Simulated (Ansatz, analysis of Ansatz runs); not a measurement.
# A hop of S in LaY3S6 (P2_1/m), charge +2

Wanted: path and barrier of a jump of S in LaY3S6 (P2_1/m) at charge +2. The case: V_S hop (3.4 Å), in a cell of 60 host atoms with 1 S taken out.

Main program and level: Ansatz 0.2.0; plane-wave PAW DFT, PBEsol; nudged elastic band between two relaxed defect structures at fixed charge in a uniform background.

### Step 1. Set-up

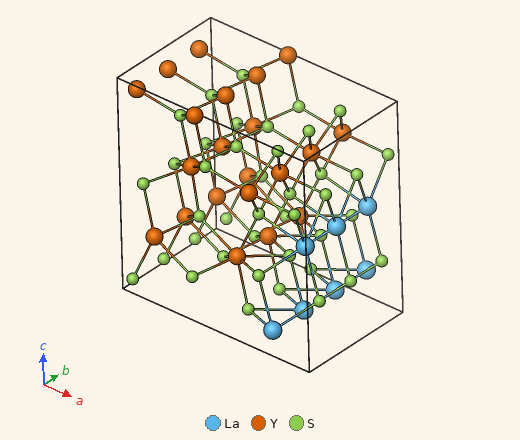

Start, viewed slightly off an axis; lanthanum blue, yttrium orange, sulfur green. Some periodic images of atoms are drawn too.

The cell holds 59 atoms: 6 La, 18 Y and 35 S. Its edges and angles: a = 10.962 Å, b = 11.903 Å, c = 11.265 Å, α = 90.0°, β = 108.8°, γ = 90.0°. It derives from LaY3S6 (space group P2_1/m). Nearest the centre at fractional (0.641, 0.583, 0.681): S39 at 1.70 Å, Y26 at 2.20 Å, Y24 at 3.15 Å, Y27 at 3.44 Å, Y46 at 3.44 Å, S32 at 3.68 Å, S52 at 3.68 Å, S29 at 3.71 Å. The cell carries charge +2.

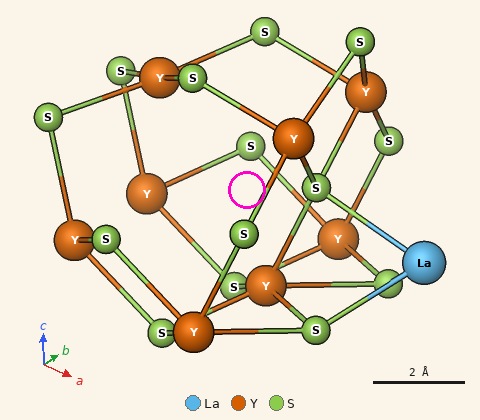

The atoms within 5 Å of the centre. A ring marks the centre wherever it is empty.

Structure file:

```xyz
59
Lattice="10.9620 0.0000 -0.0099 0.0000 11.9027 0.0000 -3.6228 0.0000 10.6664" Properties=species:S:1:pos:R:3 pbc="T T T"
La    9.2962    0.9919    3.2403
La   -1.9569    2.9757    7.4162
Y     5.4851    0.9919    1.7763
Y     1.8542    2.9757    8.8801
Y     1.7055    0.9919    5.3186
Y     5.6338    2.9757    5.3378
Y     5.8973    0.9919    9.7291
Y     1.4420    2.9757    0.9273
S     4.2877    0.9919    4.1355
S     3.0516    2.9757    6.5209
S    -2.3637    0.9919    9.6683
S     9.7030    2.9757    0.9881
S     3.2343    0.9919   10.0658
S     4.1050    2.9757    0.5906
S     0.2895    0.9919    7.7741
S     7.0498    2.9757    2.8824
S     7.6996    0.9919    5.7173
S    -0.3603    2.9757    4.9392
S     1.2463    0.9919    2.6544
S     6.0929    2.9757    8.0021
La    9.2962    4.9595    3.2403
La   -1.9569    6.9433    7.4162
Y     5.4851    4.9595    1.7763
Y     1.8542    6.9433    8.8801
Y     1.7055    4.9595    5.3186
Y     5.6338    6.9433    5.3378
Y     5.8973    4.9595    9.7291
Y     1.4420    6.9433    0.9273
S     4.2877    4.9595    4.1355
S    -2.3637    4.9595    9.6683
S     9.7030    6.9433    0.9881
S     3.2343    4.9595   10.0658
S     4.1050    6.9433    0.5906
S     0.2895    4.9595    7.7741
S     7.0498    6.9433    2.8824
S     7.6996    4.9595    5.7173
S    -0.3603    6.9433    4.9392
S     1.2463    4.9595    2.6544
S     6.0929    6.9433    8.0021
La    9.2962    8.9271    3.2403
La   -1.9569   10.9109    7.4162
Y     5.4851    8.9271    1.7763
Y     1.8542   10.9109    8.8801
Y     1.7055    8.9271    5.3186
Y     5.6338   10.9109    5.3378
Y     5.8973    8.9271    9.7291
Y     1.4420   10.9109    0.9273
S     4.2877    8.9271    4.1355
S     3.0516   10.9109    6.5209
S    -2.3637    8.9271    9.6683
S     9.7030   10.9109    0.9881
S     3.2343    8.9271   10.0658
S     4.1050   10.9109    0.5906
S     0.2895    8.9271    7.7741
S     7.0498   10.9109    2.8824
S     7.6996    8.9271    5.7173
S    -0.3603   10.9109    4.9392
S     1.2463    8.9271    2.6544
S     6.0929   10.9109    8.0021
```

The cell's shortest repeat is 11.0 Å.

### Step 2. Relaxation of the start point, charge +2

A barrier is counted from a minimum, so both ends are relaxed first. Small random displacements break the symmetry of the ideal sites, so that the defect can distort if it gains by it. The charge of +2 is set by the electron count, and a uniform background keeps the cell neutral.

Input file qp2.start/input.yaml:

```yaml
crystal:
  lattice:
    - [10.96204844, 0.0, -0.00991385]
    - [0.0, 11.90274598, 0.0]
    - [-3.62275533, 0.0, 10.66637265]
  atoms:
    - { symbol: La, position: [0.94872444, 0.08333333, 0.30466873] }
    - { symbol: La, position: [0.05127556, 0.25, 0.69533127] }
    - { symbol: "Y", position: [0.55557606, 0.08333333, 0.16705035] }
    - { symbol: "Y", position: [0.44442394, 0.25, 0.83294965] }
    - { symbol: "Y", position: [0.3204733, 0.08333333, 0.49893155] }
    - { symbol: "Y", position: [0.6795267, 0.25, 0.50106845] }
    - { symbol: "Y", position: [0.83967456, 0.08333333, 0.91291023] }
    - { symbol: "Y", position: [0.16032544, 0.25, 0.08708977] }
    - { symbol: S, position: [0.51943184, 0.08333333, 0.38820109] }
    - { symbol: S, position: [0.48056816, 0.25, 0.61179891] }
    - { symbol: S, position: [0.08396313, 0.08333333, 0.90651057] }
    - { symbol: S, position: [0.91603687, 0.25, 0.09348943] }
    - { symbol: S, position: [0.60710749, 0.08333333, 0.94426048] }
    - { symbol: S, position: [0.39289251, 0.25, 0.05573952] }
    - { symbol: S, position: [0.26736201, 0.08333333, 0.72908605] }
    - { symbol: S, position: [0.73263799, 0.25, 0.27091395] }
    - { symbol: S, position: [0.87980008, 0.08333333, 0.53682855] }
    - { symbol: S, position: [0.12019992, 0.25, 0.46317145] }
    - { symbol: S, position: [0.19599785, 0.08333333, 0.24903524] }
    - { symbol: S, position: [0.80400215, 0.25, 0.75096476] }
    - { symbol: La, position: [0.94872444, 0.41666667, 0.30466873] }
    - { symbol: La, position: [0.05127556, 0.58333333, 0.69533127] }
    - { symbol: "Y", position: [0.55557606, 0.41666667, 0.16705035] }
    - { symbol: "Y", position: [0.44442394, 0.58333333, 0.83294965] }
    - { symbol: "Y", position: [0.3204733, 0.41666667, 0.49893155] }
    - { symbol: "Y", position: [0.6795267, 0.58333333, 0.50106845] }
    - { symbol: "Y", position: [0.83967456, 0.41666667, 0.91291023] }
    - { symbol: "Y", position: [0.16032544, 0.58333333, 0.08708977] }
    - { symbol: S, position: [0.51943184, 0.41666667, 0.38820109] }
    - { symbol: S, position: [0.08396313, 0.41666667, 0.90651057] }
    - { symbol: S, position: [0.91603687, 0.58333333, 0.09348943] }
    - { symbol: S, position: [0.60710749, 0.41666667, 0.94426048] }
    - { symbol: S, position: [0.39289251, 0.58333333, 0.05573952] }
    - { symbol: S, position: [0.26736201, 0.41666667, 0.72908605] }
    - { symbol: S, position: [0.73263799, 0.58333333, 0.27091395] }
    - { symbol: S, position: [0.87980008, 0.41666667, 0.53682855] }
    - { symbol: S, position: [0.12019992, 0.58333333, 0.46317145] }
    - { symbol: S, position: [0.19599785, 0.41666667, 0.24903524] }
    - { symbol: S, position: [0.80400215, 0.58333333, 0.75096476] }
    - { symbol: La, position: [0.94872444, 0.75, 0.30466873] }
    - { symbol: La, position: [0.05127556, 0.91666667, 0.69533127] }
    - { symbol: "Y", position: [0.55557606, 0.75, 0.16705035] }
    - { symbol: "Y", position: [0.44442394, 0.91666667, 0.83294965] }
    - { symbol: "Y", position: [0.3204733, 0.75, 0.49893155] }
    - { symbol: "Y", position: [0.6795267, 0.91666667, 0.50106845] }
    - { symbol: "Y", position: [0.83967456, 0.75, 0.91291023] }
    - { symbol: "Y", position: [0.16032544, 0.91666667, 0.08708977] }
    - { symbol: S, position: [0.51943184, 0.75, 0.38820109] }
    - { symbol: S, position: [0.48056816, 0.91666667, 0.61179891] }
    - { symbol: S, position: [0.08396313, 0.75, 0.90651057] }
    - { symbol: S, position: [0.91603687, 0.91666667, 0.09348943] }
    - { symbol: S, position: [0.60710749, 0.75, 0.94426048] }
    - { symbol: S, position: [0.39289251, 0.91666667, 0.05573952] }
    - { symbol: S, position: [0.26736201, 0.75, 0.72908605] }
    - { symbol: S, position: [0.73263799, 0.91666667, 0.27091395] }
    - { symbol: S, position: [0.87980008, 0.75, 0.53682855] }
    - { symbol: S, position: [0.12019992, 0.91666667, 0.46317145] }
    - { symbol: S, position: [0.19599785, 0.75, 0.24903524] }
    - { symbol: S, position: [0.80400215, 0.91666667, 0.75096476] }
total_charge: 2
basis:
  ecutwfc: 420
  xc_grid: 2
hamiltonian:
  xc: pbesol
kpoints:
  mp_grid: { grid: [1, 1, 1] }
scf:
  occupations: { method: fixed }
  max_iter: 60
output:
  forces: true
relax:
  f_tol: 0.02
  max_steps: 70
  random_displacement: { amplitude: 0.03, seed: 8471 }
```

On the command line:

```bash
> ansatz run input.yaml --threads 4 --pin off --max-ram 7536MiB --backend cpu --events-out ev --progress --plain --runs-dir out
```

Numbers of over 12 decimals in the logs are rounded to 6 here.

The log of the run:

```text
[... repeated set-up lines and file paths are left out, and long positions are rounded to six places ...]
The last accepted step is kept in <dir> (removed where the run ends without a failure and the disk answers)
Engine: ansatz 0.2.0, aarch64-unknown-linux-gnu
Pseudopotentials: kind: paw
Pseudopotential: La, paw, valence charge 11, recommended cutoff 420 eV (normal), La.paw.azcp
Pseudopotential: Y, paw, valence charge 11, recommended cutoff 420 eV (normal), Y.paw.azcp
Pseudopotential: S, paw, valence charge 6, recommended cutoff 420 eV (normal), S.paw.azcp
Functional definition: PBEsol
  exchange = pbesol_x
  correlation = pbesol_c
Crystal: 59 atoms, lattice volume = 1391.305 Å³
Basis set: ecut = 420 eV, 27171 PW (Γ), exchange–correlation on 150×160×160 points (8 copies of the dense FFT grid, shifted against one another)
Bands: 295, of which v1, the nominal top of the filled ones, is band 236 counted from 1 (235 counted from 0)
Symmetry: 1 space group operations
k-points: 1
Non-local potential: La, projectors of the file, l = 0: 3, l = 1: 2, l = 2: 2, l = 3: 3
Non-local potential: Y, projectors of the file, l = 0: 3, l = 1: 2, l = 2: 2, l = 3: 1
Non-local potential: S, projectors of the file, l = 0: 2, l = 1: 2, l = 2: 2
PAW form: soft (Blöchl's): semilocal exchange-correlation on the pseudo side does not see the compensation charge
PAW frozen core: La, regenerated for the run's functional, and the local potential with it (the file was generated under x = pbe(κ = 0.804, μ = 0.219515), c = pbe(β = 0.066725))
PAW frozen core: Y, regenerated for the run's functional, and the local potential with it (the file was generated under x = pbe(κ = 0.804, μ = 0.219515), c = pbe(β = 0.066725))
PAW frozen core: S, regenerated for the run's functional, and the local potential with it (the file was generated under x = pbe(κ = 0.804, μ = 0.219515), c = pbe(β = 0.066725))
PAW one-centre angular grid: La, 590 points (default); XC on 64 Gauss nodes
PAW one-centre angular grid: Y, 590 points (default); XC on 64 Gauss nodes
PAW one-centre angular grid: S, 110 points (default); XC on 64 Gauss nodes
Initial density: superposition of atomic densities (neutral atoms scaled as one to the charged cell's electrons: chi_scale 0, normalization atom), corrected by the library's trained network
Initial wavefunctions: pseudopotential atomic-orbital guess
Functional: x = pbesol(κ = 0.804, μ = 0.123457), c = pbesol(β = 0.046)
SCF iter   1: F=—  HF=-136395.790670 eV  |F-HF|=—  |Δ(HF+E_count)|=         —  Δρ=6.89e-3  dr2=2.69e0  ethr=1.77e-3  ⟨swp⟩=4.0  Hψ=830  notcnv=0  defer=57
preconditioner: auto → Resta (q_TF=auto, 2.278 Å⁻¹)  ε∞=5.4  [insulator: Δε(μ)=0.853 eV  Ē_g=8.471 eV  n_scr=266 (ndim 8)  ℏωp=17.7 eV  f_vac=0.007  ε∞_Penn≈5.4]
SCF iter   2: F=—  HF=-136395.282632 eV  |F-HF|=—  |Δ(HF+E_count)|=   5.08e-1  Δρ=3.43e-3  dr2=6.54e-1  ethr=5.70e-4  ⟨swp⟩=4.0  Hψ=531  notcnv=0  defer=57
SCF iter   3: F=—  HF=-136395.127821 eV  |F-HF|=—  |Δ(HF+E_count)|=   1.55e-1  Δρ=1.18e-3  dr2=6.20e-2  ethr=1.39e-4  ⟨swp⟩=3.0  Hψ=459  notcnv=0  defer=57
SCF iter   4: F=—  HF=-136395.119679 eV  |F-HF|=—  |Δ(HF+E_count)|=   8.14e-3  Δρ=3.73e-4  dr2=4.92e-3  ethr=1.31e-5  ⟨swp⟩=3.0  Hψ=459  notcnv=0  defer=57
SCF iter   5: F=—  HF=-136395.121456 eV  |F-HF|=—  |Δ(HF+E_count)|=   1.78e-3  Δρ=1.36e-4  dr2=6.60e-4  ethr=1.04e-6  ⟨swp⟩=2.0  Hψ=509  notcnv=0  defer=57
SCF iter   6: F=—  HF=-136395.121694 eV  |F-HF|=—  |Δ(HF+E_count)|=   2.38e-4  Δρ=4.69e-5  dr2=1.09e-4  ethr=1.40e-7  ⟨swp⟩=2.0  Hψ=457  notcnv=0  defer=57
SCF iter   7: F=—  HF=-136395.121726 eV  |F-HF|=—  |Δ(HF+E_count)|=   3.24e-5  Δρ=2.01e-5  dr2=1.83e-5  ethr=2.30e-8  ⟨swp⟩=2.0  Hψ=461  notcnv=0  defer=57
SCF iter   8: F=-136395.121728 eV  HF=-136395.121727 eV  |F-HF|=2.24e-7  |Δ(HF+E_count)|=   1.18e-6  Δρ=6.13e-6  dr2=1.20e-6  ethr=2.12e-9  ⟨swp⟩=4.0  Hψ=983  notcnv=0
SCF 1 converged in 8 iterations: F = -136395.121728 eV  dr2 = 1.20e-6
  greatest PAW one-centre occupation: 0.993 electrons in one spin orbital (limit 2), on the Y atom at site 27 (counted from 0), in its partial waves of l = 0
relax step   1: F+E_penalty+E_count = -136395.12172768 eV  Δ(F+E_penalty+E_count) = +0.000e0 eV  max|allowed force component| = 1.654e0 eV/Å  Δτ_max = 0.0000 Å  (8 SCF iters, dr2 threshold 1.00e-5 eV, accepted)
[... the SCF cycles and remarks between the steps are left out from here to the last step ...]
relax step   2: F+E_penalty+E_count = -136396.40899173 eV  Δ(F+E_penalty+E_count) = -1.287e0 eV  max|allowed force component| = 4.771e-1 eV/Å  Δτ_max = 0.1995 Å  (6 SCF iters, dr2 threshold 1.00e-4 eV, accepted)
relax step   3: F+E_penalty+E_count = -136396.69414152 eV  Δ(F+E_penalty+E_count) = -2.851e-1 eV  max|allowed force component| = 3.396e-1 eV/Å  Δτ_max = 0.2000 Å  (6 SCF iters, dr2 threshold 1.42e-5 eV, accepted)
relax step   4: F+E_penalty+E_count = -136396.77089817 eV  Δ(F+E_penalty+E_count) = -7.676e-2 eV  max|allowed force component| = 1.925e-1 eV/Å  Δτ_max = 0.1721 Å  (6 SCF iters, dr2 threshold 9.60e-6 eV, accepted)
relax step   5: F+E_penalty+E_count = -136396.83027502 eV  Δ(F+E_penalty+E_count) = -5.938e-2 eV  max|allowed force component| = 1.925e-1 eV/Å  Δτ_max = 0.2000 Å  (5 SCF iters, dr2 threshold 1.19e-5 eV, accepted)
relax step   6: F+E_penalty+E_count = -136396.89625725 eV  Δ(F+E_penalty+E_count) = -6.598e-2 eV  max|allowed force component| = 2.433e-1 eV/Å  Δτ_max = 0.1959 Å  (5 SCF iters, dr2 threshold 1.19e-5 eV, accepted)
relax step   7: F+E_penalty+E_count = -136396.97598119 eV  Δ(F+E_penalty+E_count) = -7.972e-2 eV  max|allowed force component| = 2.597e-1 eV/Å  Δτ_max = 0.1954 Å  (5 SCF iters, dr2 threshold 5.92e-5 eV, accepted)
relax step   8: F+E_penalty+E_count = -136397.03247528 eV  Δ(F+E_penalty+E_count) = -5.649e-2 eV  max|allowed force component| = 1.880e-1 eV/Å  Δτ_max = 0.1950 Å  (5 SCF iters, dr2 threshold 6.75e-5 eV, accepted)
relax step   9: F+E_penalty+E_count = -136397.02868207 eV  Δ(F+E_penalty+E_count) = +3.793e-3 eV  max|allowed force component| = 2.502e-1 eV/Å  Δτ_max = 0.0711 Å  (5 SCF iters, dr2 threshold 1.85e-5 eV, rejected (line search))
relax step  10: F+E_penalty+E_count = -136397.04513256 eV  Δ(F+E_penalty+E_count) = -1.266e-2 eV  max|allowed force component| = 5.937e-2 eV/Å  Δτ_max = 0.0346 Å  (7 SCF iters, accepted)
SCF iter   1: F=—  HF=-136397.047805 eV  |F-HF|=—  |Δ(HF+E_count)|=         —  Δρ=4.70e-4  dr2=3.84e-3  ethr=1.40e-5  ⟨swp⟩=3.0  Hψ=466  notcnv=0  defer=57
SCF iter   2: F=—  HF=-136397.047141 eV  |F-HF|=—  |Δ(HF+E_count)|=   6.64e-4  Δρ=2.40e-4  dr2=8.65e-4  ethr=8.14e-7  ⟨swp⟩=3.0  Hψ=528  notcnv=0  defer=56
SCF iter   3: F=—  HF=-136397.046991 eV  |F-HF|=—  |Δ(HF+E_count)|=   1.50e-4  Δρ=4.51e-5  dr2=3.43e-5  ethr=1.83e-7  ⟨swp⟩=2.0  Hψ=479  notcnv=0  defer=54
SCF iter   4: F=—  HF=-136397.048167 eV  |F-HF|=—  |Δ(HF+E_count)|=   1.18e-3  Δρ=9.44e-6  dr2=2.77e-6  ethr=7.26e-9  ⟨swp⟩=2.0  Hψ=455  notcnv=0  defer=52
SCF iter   5: F=—  HF=-136397.048168 eV  |F-HF|=—  |Δ(HF+E_count)|=   4.70e-7  Δρ=3.13e-6  dr2=3.07e-7  ethr=5.86e-10  ⟨swp⟩=2.0  Hψ=455  notcnv=0  defer=52
SCF iter   6: F=-136397.048168 eV  HF=-136397.048168 eV  |F-HF|=2.62e-10  |Δ(HF+E_count)|=   1.05e-7  Δρ=1.00e-6  dr2=3.19e-8  ethr=2.12e-11  ⟨swp⟩=4.0  Hψ=986  notcnv=0
SCF 11 converged in 6 iterations: F = -136397.048168 eV  dr2 = 3.19e-8
relax step  11: F+E_penalty+E_count = -136397.04816787 eV  Δ(F+E_penalty+E_count) = -3.035e-3 eV  max|allowed force component| = 1.374e-2 eV/Å  Δτ_max = 0.0261 Å  (6 SCF iters, accepted)
SCF converged after 6 iterations
Free energy (F): -136397.048168 eV
Harris-Foulkes:  -136397.048168 eV  (|F-HF|=2.62e-10)
Internal energy: -136397.048168 eV  (E = F + TS)
E sigma→0 (E₀):  -136397.048168 eV
Fermi energy:    7.863237 eV
--- Per-component energies (eV) ---
  E_band       = -2290.471932
  E_kinetic    = 10380.720089
  E_local      = -17416.195848  (includes V_loc(G=0)·N_el)
  E_nonlocal   = 2500.207357
  E_hartree    = 5665.751698
  E_xc         = -7307.151782
  E_vxc        = -7537.330768  (∫ρ·V_xc dr)
  E_paw        = -102342.270702  (= ΣΔE_a)
  E_vpaw       = -1549.375037  (= ΣTr[D̂ρ^β])
  E_aug_tail   = 0.000096  (compensation charges beyond the density's cutoff)
  E_ewald      = -27883.972268
  E_core_change = 5.863192  (= ΣΔE_core)
  E_smearing   = -0.000000  (= −TS)
  E_closure    = -0.000000  (closes the sum)
  E_deformation_potential = 31.354720  (in the stress; not in F)
  Σ components = -136397.048168   (vs F -136397.048168, Δ=0.00e0)
--- Forces (eV/Å), atoms counted from 1 ---
  atom   1  La     0.00629012    -0.00057575    -0.00094040
  atom   2  La     0.00154164    -0.00510061     0.00538557
  [... 21 atoms left out ...]
  atom  24  Y      0.00869859     0.00059304     0.00189223
  atom  25  Y      0.00002278     0.00376138    -0.00300882
  atom  26  Y     -0.00149782    -0.00061737    -0.00212652
  atom  27  Y      0.00268267    -0.00270194     0.00116659
  [... 1 atom left out ...]
  atom  29  S      0.00188291     0.00376199    -0.00072481
  [... 2 atoms left out ...]
  atom  32  S     -0.00249743     0.00474072    -0.00273642
  [... 6 atoms left out ...]
  atom  39  S      0.00359323     0.00016785    -0.00445349
  [... 6 atoms left out ...]
  atom  46  Y      0.00236217     0.00272233     0.00058493
  [... 1 atom left out ...]
  atom  48  S      0.00231669    -0.00361427    -0.00034245
  [... 3 atoms left out ...]
  atom  52  S     -0.00301024    -0.00328162    -0.00231441
  [... 7 atoms left out ...]
  max |Σ_I F_I| component: 4.33e-5 eV/Å
--- Relaxed structure (11 steps of the walk, 10 accepted, 0 SCFs on fresh bases) ---
  F+E_penalty+E_count = -136397.04816787 eV   max|allowed force component| = 1.374e-2 eV/Å
  atoms:
    - { symbol: La, position: [0.942444, 0.083499, 0.298618] }
    - { symbol: La, position: [0.054014, 0.248992, 0.696258] }
    [... 21 atoms left out ...]
    - { symbol: Y, position: [0.485047, 0.583442, 0.850080] }
    - { symbol: Y, position: [0.308542, 0.402537, 0.489154] }
    - { symbol: Y, position: [0.705792, 0.583479, 0.502339] }
    - { symbol: Y, position: [0.829115, 0.418721, 0.904755] }
    [... 1 atom left out ...]
    - { symbol: S, position: [0.523421, 0.429031, 0.408614] }
    [... 2 atoms left out ...]
    - { symbol: S, position: [0.615326, 0.405458, 0.966674] }
    [... 6 atoms left out ...]
    - { symbol: S, position: [0.694082, 0.583480, 0.746977] }
    [... 6 atoms left out ...]
    - { symbol: Y, position: [0.829131, 0.748260, 0.904750] }
    [... 1 atom left out ...]
    - { symbol: S, position: [0.523396, 0.737904, 0.408593] }
    [... 3 atoms left out ...]
    - { symbol: S, position: [0.615331, 0.761433, 0.966660] }
    [... 7 atoms left out ...]
```

The job ended after 66 s (4 threads of Arm Neoverse V2, shared host; peak memory 1.5 GiB).

The steps of the relaxation:

| step | energy less that of the first step (eV) | largest force component (eV/Å) |
| --- | --- | --- |
| 1 | 0.0000 | 1.6538 |
| 2 | -1.2873 | 0.4771 |
| 3 | -1.5724 | 0.3396 |
| 4 | -1.6492 | 0.1925 |
| 5 | -1.7085 | 0.1925 |
| 6 | -1.7745 | 0.2433 |
| 7 | -1.8543 | 0.2597 |
| 8 | -1.9107 | 0.1880 |
| 9 | -1.9070 | 0.2502 |
| 10 | -1.9234 | 0.0594 |
| 11 | -1.9264 | 0.0137 |

Relaxation step 9 was tried and not accepted.

The atoms that moved most (Å, from the sites as typed, ahead of the random displacement):

```csv
atom,dx,dy,dz,length
S39,-1.190,0.000,-0.041,1.190
Y24,0.384,0.000,0.182,0.425
La22,0.361,0.000,-0.020,0.362
S54,0.294,-0.129,-0.017,0.322
S34,0.294,0.128,-0.017,0.321
Y26,0.284,0.000,0.013,0.285
S32,0.010,-0.135,0.239,0.275
S52,0.010,0.134,0.239,0.274
```

Neighbours of S39 at the end:

```csv
atom,distance (Å)
Y27,2.738
Y46,2.739
Y26,2.800
Y24,2.884
S52,3.568
S32,3.569
S31,3.813
S56,4.097
S36,4.097
S29,4.100
S48,4.100
```

This step gave:

```yaml
free_energy: -136397.0482 eV
largest_move_from_the_ideal_geometry_of_this_structure_a_common_shift_of_the_far_atoms_taken_out: 1.196 Å
```

The relaxation gained 1.926 eV and ended with a largest force component of 0.014 eV/Å.

(Continued in part 2 of 5.)

[Logs are printed without paths, hosts, clocks, repeated set-up lines and the standing remarks that a program may print on its own settings, such as how far it seeks lower states.]

[Hosts, paths, dates, database ids (printed as entryN), source tags and the programs' standing remarks are cut or masked in the printed files.]
